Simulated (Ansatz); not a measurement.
# Geometry relaxation of C$_{2}$H$_{6}$AlNO (part 2 of 2)

Continued. System: C$_{2}$H$_{6}$AlNO. Method: RKS PBE0-D4/def2-SVP (Ansatz 0.2.0). It belongs to a series of runs on one base structure; here: end point A relaxed.

## Trajectory as extended XYZ, continued
```
11
Properties=species:S:1:pos:R:3:forces:R:3 step=2 energy=-12289.83888
C    -1.1602    1.1188    0.5575    0.1013   0.7473  -0.2696
Al    0.2158   -0.1187   -0.0139    0.2170  -0.8711   0.7660
N     1.3393   -0.9126    1.2119   -1.2588  -0.1600   0.0476
C     0.4246   -0.6232   -1.9422   -0.1938   2.5270  -2.2107
O    -0.2090    0.0639   -2.7821    0.9043  -1.7529   1.9443
H    -1.1749    1.2599    1.6494   -0.0182  -0.0166  -0.0009
H    -1.0329    2.1258    0.0904   -0.0879  -0.3905   0.2004
H    -2.1545    0.7635    0.2393    0.0149  -0.0584   0.0017
H     1.3717   -1.9449    1.1798    0.3537   0.6138  -0.0764
H     1.0884   -0.6734    2.1871    0.3609  -0.1135  -0.5635
H     1.3572   -1.1160   -2.3568   -0.3934  -0.5250   0.1612
11
Properties=species:S:1:pos:R:3:forces:R:3 step=3 energy=-12290.15054
C    -1.1693    1.1678    0.5487    0.0709   0.0628  -0.0830
Al    0.1586   -0.1599    0.0318    0.3578   0.1530  -0.0893
N     1.2595   -0.9442    1.2131   -0.6191  -0.3415  -0.1178
C     0.4731   -0.5439   -1.9432   -0.2166   0.5111   0.3399
O    -0.1774    0.1236   -2.7319    0.5260  -0.6408   0.1441
H    -1.1828    1.3719    1.6312   -0.1030  -0.1094  -0.0078
H    -1.1011    2.1443    0.0340    0.0433  -0.2292  -0.0559
H    -2.1305    0.7113    0.2495   -0.1185   0.1727   0.1432
H     1.5385   -1.9208    1.0721    0.1650   0.4627   0.2037
H     1.0939   -0.7622    2.2036    0.2326  -0.1894  -0.1170
H     1.3029   -1.2450   -2.2884   -0.3386   0.1481  -0.3602
11
Properties=species:S:1:pos:R:3:forces:R:3 step=4 energy=-12290.21128
C    -1.1703    1.1890    0.5458   -0.0493  -0.2246   0.0117
Al    0.1744   -0.1303    0.0444    0.3089   0.2216  -0.1155
N     1.2188   -0.9487    1.2410    0.0163  -1.1306  -0.3374
C     0.4964   -0.5214   -1.9268   -0.3783   0.0629  -0.2585
O    -0.2185    0.0588   -2.7326    0.6305  -0.4667   0.4413
H    -1.2020    1.3866    1.6288   -0.0412  -0.0376  -0.0047
H    -1.0797    2.1539    0.0271    0.0617   0.0034  -0.0991
H    -2.1419    0.7551    0.2432   -0.0374   0.1374   0.0891
H     1.6891   -1.8576    1.0181   -0.4431   1.2155   0.4765
H     1.0128   -0.8773    2.2383    0.2640  -0.1506  -0.1805
H     1.2862   -1.2652   -2.3068   -0.3321   0.3691  -0.0229
11
Properties=species:S:1:pos:R:3:forces:R:3 step=5 energy=-12290.20989 accepted=F
C    -1.1420    1.1777    0.5685   -0.1616   0.3312  -0.1198
Al    0.2591   -0.0228   -0.0144   -0.6666  -0.2265   0.2701
N     1.0394   -1.0149    1.2130    0.6597  -0.4567   0.1924
C     0.4806   -0.5251   -1.9410    0.9034  -0.0140  -0.3258
O    -0.1968   -0.0194   -2.8051   -0.5363   0.2439  -0.1118
H    -1.1083    1.4081    1.6467    0.0799   0.0491  -0.0891
H    -1.1020    2.1212   -0.0050   -0.0916   0.0209   0.1555
H    -2.1375    0.7396    0.3680    0.1043  -0.0274  -0.0583
H     1.7821   -1.6918    1.0794    0.0544  -0.0785  -0.3459
H     0.9026   -0.9926    2.2135   -0.2914   0.3310   0.2275
H     1.2881   -1.2370   -2.3032   -0.0541  -0.1731   0.2052
11
Properties=species:S:1:pos:R:3:forces:R:3 step=6 energy=-12290.29776
C    -1.1715    1.1867    0.5485   -0.0568   0.0088  -0.0430
Al    0.1956   -0.0943    0.0267    0.0054  -0.0237   0.0981
N     1.1392   -0.9955    1.2337    0.1112  -0.3812  -0.0044
C     0.4950   -0.5197   -1.9267    0.0357  -0.0511  -0.0949
O    -0.2015    0.0390   -2.7516    0.0956  -0.0662   0.0857
H    -1.1885    1.3930    1.6300    0.0099  -0.0049  -0.0049
H    -1.0785    2.1465    0.0153    0.0121  -0.0079  -0.0017
H    -2.1576    0.7721    0.2711    0.0088   0.0412   0.0239
H     1.7564   -1.7856    1.0308   -0.1652   0.3378   0.0575
H     1.0089   -0.9303    2.2410    0.0419   0.0394  -0.1285
H     1.2679   -1.2689   -2.2984   -0.0985   0.1078   0.0121
11
Properties=species:S:1:pos:R:3:forces:R:3 step=7 energy=-12290.30898
C    -1.1974    1.1702    0.5503   -0.0684   0.0467   0.0266
Al    0.1424   -0.1404    0.0302    0.0604  -0.0447   0.0063
N     1.1074   -1.0299    1.2292   -0.0709   0.0353  -0.1057
C     0.5013   -0.5275   -1.9267   -0.0803   0.0148   0.0231
O    -0.1310    0.0829   -2.7654    0.0335  -0.0097   0.0446
H    -1.1526    1.4148    1.6242   -0.0027  -0.0048  -0.0201
H    -1.0660    2.1071   -0.0160    0.0024   0.0002  -0.0015
H    -2.2213    0.8184    0.3326    0.0567  -0.0138  -0.0036
H     1.8131   -1.7260    1.0149    0.0080  -0.0015   0.0210
H     1.0155   -0.9339    2.2346    0.0252  -0.0107   0.0207
H     1.2539   -1.2929   -2.2874    0.0361  -0.0118  -0.0113
11
Properties=species:S:1:pos:R:3:forces:R:3 step=8 energy=-12290.30963
C    -1.1971    1.1764    0.5504    0.0079   0.0194   0.0027
Al    0.1432   -0.1382    0.0355   -0.0539   0.0103  -0.0745
N     1.1019   -1.0369    1.2231    0.0765  -0.0591   0.0589
C     0.4928   -0.5358   -1.9180    0.0686   0.0527   0.0451
O    -0.1262    0.0896   -2.7545   -0.0224  -0.0179  -0.0230
H    -1.1654    1.4196    1.6241   -0.0062  -0.0025  -0.0002
H    -1.0704    2.1140   -0.0154    0.0029  -0.0057  -0.0032
H    -2.2111    0.8088    0.3201   -0.0080  -0.0061  -0.0013
H     1.8085   -1.7328    1.0044   -0.0455   0.0389   0.0232
H     1.0335   -0.9281    2.2301    0.0180  -0.0182  -0.0212
H     1.2556   -1.2938   -2.2794   -0.0380  -0.0117  -0.0065
11
Properties=species:S:1:pos:R:3:forces:R:3 step=9 energy=-12290.31032
C    -1.2002    1.1762    0.5489    0.0034   0.0060  -0.0070
Al    0.1427   -0.1378    0.0384   -0.0047   0.0252   0.0101
N     1.1079   -1.0344    1.2262    0.0157  -0.0199  -0.0135
C     0.4969   -0.5294   -1.9133   -0.0211  -0.0153  -0.0069
O    -0.1226    0.0956   -2.7504    0.0075   0.0030   0.0039
H    -1.1796    1.4182    1.6231   -0.0009  -0.0045  -0.0012
H    -1.0659    2.1137   -0.0153   -0.0017  -0.0010  -0.0008
H    -2.2124    0.8101    0.3074   -0.0014  -0.0006   0.0005
H     1.8035   -1.7368    0.9983    0.0028   0.0061   0.0084
H     1.0529   -0.9299    2.2337   -0.0059  -0.0027   0.0077
H     1.2423   -1.3026   -2.2765    0.0063   0.0036  -0.0012
11
Properties=species:S:1:pos:R:3:forces:R:3 step=10 energy=-12290.31044
C    -1.1994    1.1774    0.5486    0.0001   0.0027  -0.0028
Al    0.1440   -0.1362    0.0386   -0.0015   0.0077   0.0034
N     1.1086   -1.0349    1.2259    0.0031  -0.0078  -0.0081
C     0.4954   -0.5304   -1.9134    0.0002  -0.0018   0.0008
O    -0.1246    0.0939   -2.7505   -0.0010   0.0010  -0.0012
H    -1.1783    1.4191    1.6228   -0.0014  -0.0007  -0.0002
H    -1.0671    2.1149   -0.0160    0.0007  -0.0010  -0.0002
H    -2.2114    0.8097    0.3082   -0.0007  -0.0009  -0.0002
H     1.8079   -1.7340    0.9993    0.0017   0.0019   0.0045
H     1.0469   -0.9350    2.2335    0.0000  -0.0009   0.0044
H     1.2433   -1.3015   -2.2765   -0.0013  -0.0002  -0.0004
```

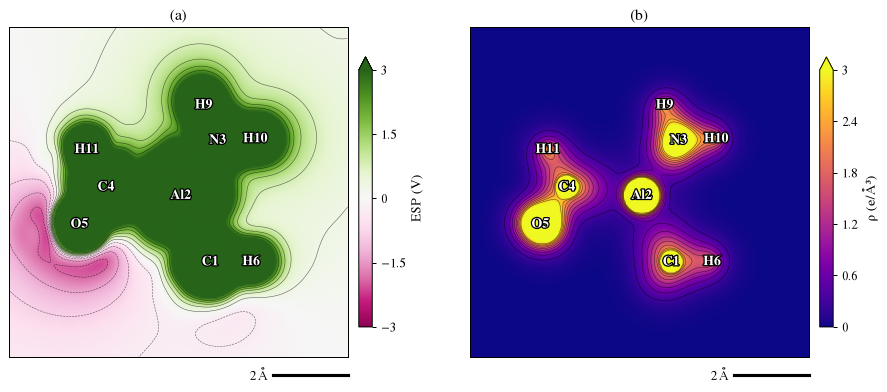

**Figure 1.** (a) molecular electrostatic potential; (b) total electron density on the plane of atoms C1, Al2 and N3. The section cuts through C, Al, N, O and H sites. Al–N (1.77 Å): ρ is about 0.82 e/Å³ halfway. C–Al (1.95 Å): ρ at the midpoint is about 0.73 e/Å³. N–H (1.01 Å): ρ at the midpoint is about 2.7 e/Å³, with its minimum of 2.2 e/Å³ about 0.8 Å from N. C–Al (2.02 Å): ρ at the midpoint is about 0.69 e/Å³.

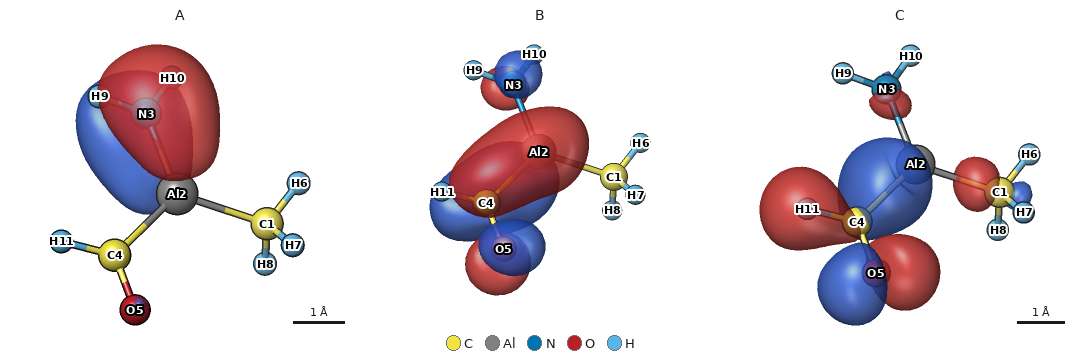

**Figure 2.** Three frontier orbitals at ±0.1 Å⁻³ᐟ² (blue and red are the two phases). A is the HOMO−1 (−7.48 eV). C is the HOMO (−6.08 eV). Its weight (Hirshfeld) is mainly on O5 (45 %), C4 (25 %), Al2 (10 %) and H11 (10 %); π-antibonding (π*) across O5–C4. B is the LUMO (−1.41 eV). Its weight (Hirshfeld) is mainly on C4 (30 %), Al2 (30 %) and O5 (25 %). The HOMO–LUMO gap is 4.67 eV between the orbital energies.

The run was set up as follows.

## Input
```yaml
crystal:
  periodic: [false, false, false]
  atoms:
    - { symbol: C, position_ang: [-1.145, 1.0722, 0.5625] }
    - { symbol: Al, position_ang: [0.2492, -0.1111, -0.0575] }
    - { symbol: "N", position_ang: [1.3844, -0.9188, 1.2078] }
    - { symbol: C, position_ang: [0.5525, -0.4768, -1.9758] }
    - { symbol: O, position_ang: [-0.2642, 0.0226, -2.8054] }
    - { symbol: H, position_ang: [-1.1642, 1.2199, 1.6549] }
    - { symbol: H, position_ang: [-1.0172, 2.12, 0.0999] }
    - { symbol: H, position_ang: [-2.1382, 0.7279, 0.2301] }
    - { symbol: H, position_ang: [1.2684, -1.9343, 1.1971] }
    - { symbol: H, position_ang: [1.085, -0.6224, 2.189] }
    - { symbol: H, position_ang: [1.2547, -1.1563, -2.2821] }
basis:
  gaussian: { orbitals: def2-SVP }
hamiltonian:
  xc: pbe0
  dispersion: d4
relax:
  f_tol: 0.015
  max_steps: 40
output:
  orbitals: {}
```

Command:
```bash
ansatz run input.yaml --threads 2 --pin off --max-ram 3072MiB --backend cpu --events-out ev --progress --plain --runs-dir out
```

## Key numbers

```tsv
quantity	value
outcome	converged
total energy	−12290.3105 eV
mean-field energy	−12290.1509 eV
largest force (length of the vector) at the end	0.012 eV/Å
hardware	2 threads of Arm Neoverse V2, 128 GiB of memory available, shared host
wall time	31 s (CPU time 59 s)
peak memory	0.22 GiB
```
